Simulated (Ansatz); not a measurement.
**CdTe under a change: Te → Co**

Start from CdTe in the zinc blende structure (space group F-43m, No. 216; a = 6.619 Å).

Perturbation: Co takes the place of Te on all its sites, then cell and atoms are relaxed.

Calculations: PBE (Ansatz, a quantum-chemistry and plane-wave program, PAW, no spin-orbit coupling), earlier PAW set. k-mesh 13×13×13 (Γ-centred); smearing 0.05 eV (Fermi–Dirac), for the changed cell.

```json
{
 "volume_per_atom": "26.81 Å³ (base 36.24 Å³)",
 "density": "5.31 g/cm³ (base 5.50 g/cm³)",
 "lattice_parameter_a": "11.311 bohr (base 12.507 bohr)",
 "space_group": "F-43m (No. 216) (base F-43m (No. 216))",
 "band_gap": "zero (base 0.58 eV)",
 "magnetic_state": "ferromagnetic (base not spin-polarised)",
 "largest_site_moment": "1.92 μB (base 0.00 μB)"
}
```

Final structure:

```xyz
2
Lattice="0.0000 2.9929 2.9929 2.9929 0.0000 2.9929 2.9929 2.9929 0.0000" Properties=species:S:1:pos:R:3 pbc="T T T"
Co     1.4964     1.4964     1.4964
Cd     0.0000     0.0000     0.0000
```

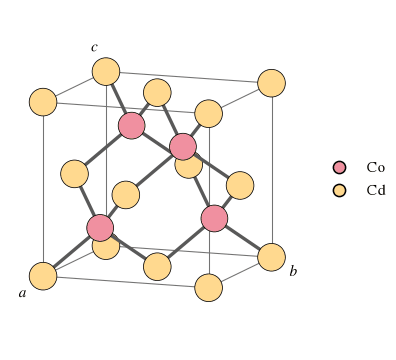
*The relaxed conventional cell after the change*

The magnetic state is the one reached from the starting moments; the real material's order can differ, and small cells can't hold many antiferromagnetic ones. With Te present, leaving out spin-orbit coupling can change the band edges. Stability against distortions was not tested. As relaxed here, CdCo is a hypothetical phase, not in the database extracts checked.
